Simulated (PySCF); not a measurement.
# C$_{6}$H$_{13}$Si (doublet): what the fields show

```csv
atom,x (Å),y (Å),z (Å)
C,-2.4776,0.0300,-0.8149
C,-1.3192,0.3461,0.1335
C,-0.2592,1.1656,-0.5064
Si,1.4286,0.7234,0.1009
C,2.5717,-0.0611,-1.2076
C,0.6924,-0.5608,1.3089
C,-0.6622,-0.9217,0.7009
H,-3.2333,-0.5669,-0.3087
H,-2.9418,0.9466,-1.1719
H,-2.1127,-0.5292,-1.6739
H,-1.7313,0.9221,0.9790
H,-0.5601,1.9571,-1.1727
H,2.1581,1.8033,0.7889
H,3.4900,-0.4229,-0.7555
H,2.0945,-0.8970,-1.7108
H,2.8418,0.6701,-1.9626
H,0.5447,-0.1129,2.2915
H,1.2962,-1.4541,1.4539
H,-1.3185,-1.4035,1.4292
H,-0.5073,-1.6234,-0.1217
```

Geometry: GFN2-xTB.

These are results of PySCF, UKS B3LYP, pcH-1 on C H Si, non-relativistic, mean-field spin-orbit, GIAO, not measurements.

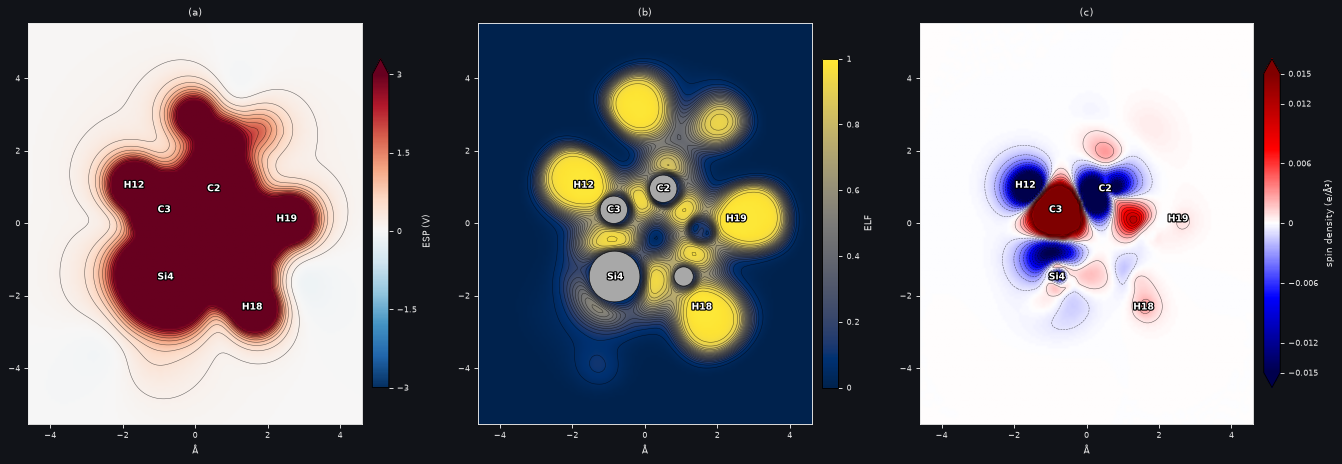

Figure 1. (a) electrostatic potential; (b) ELF; (c) spin density (α minus β) on the plane of atoms C2, C3 and H12. Grey discs cover the atomic cores in the ELF map.

**Interpret the plot.**

- Atoms in the plane: C, Si and H.
- C–C (1.48 Å): the ELF peaks at about 0.95 between the atoms (localised, covalent bonding).
- C–Si (1.85 Å): the ELF peaks at about 0.95 between the atoms; a shared electron pair.
- C–H (1.08 Å): the ELF climbs to about 1 towards the hydrogen, as it does in any bond to H (an ordinary covalent bond to hydrogen).
- The unpaired spin (1 electron) lies mostly on C3 (about 0.7) and Si4 (about 0.1), in electrons by Hirshfeld's partition.
- The potential has no marked negative region in this plane.

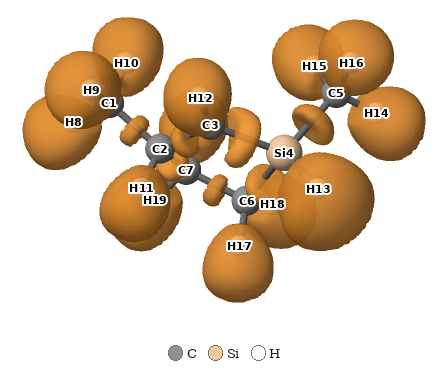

Figure 2. Isosurface of the electron localisation function at 0.85 (orange), seen at a tilt. Only the valence region is drawn (cores and ρ < 0.01 e/Å³ removed).

**Identify the bonds, lone pairs and shells in this picture.**

At this value the surface marks out four regions between bonded C–C atoms (shared pairs), three regions between bonded C–Si atoms (shared pairs) and 13 regions around hydrogen nuclei.

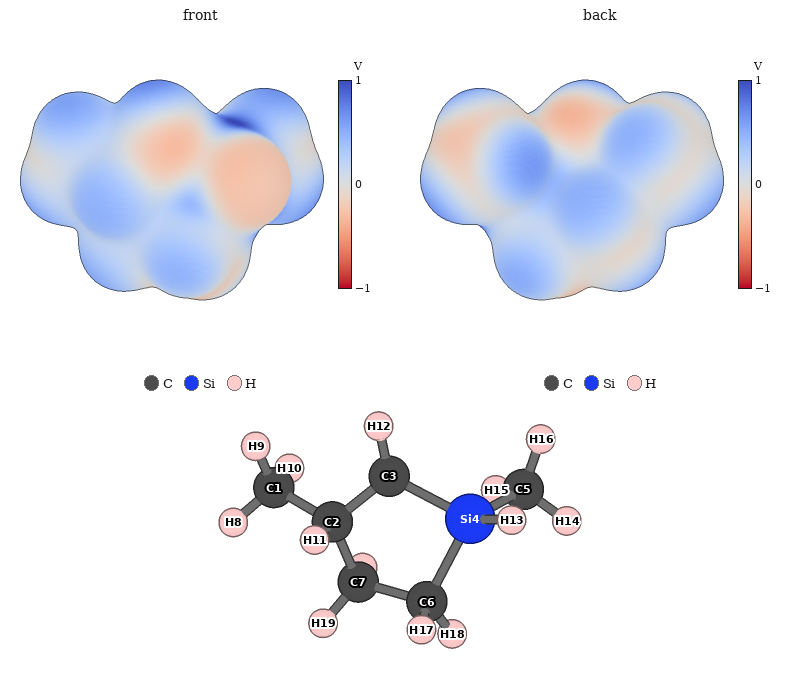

Figure 3. The electrostatic potential painted on the density surface at 0.002 e/bohr³, seen from the front and from behind; red is negative and blue positive. The bare structure is drawn below in the same view.

**Which sites attract a positive test charge, and which a negative one?**

A positive charge is drawn to the negative regions and a negative charge to the positive ones. The most negative region (about −0.3 V) lies over C3 and H13, the most positive (about +0.9 V) over Si4.
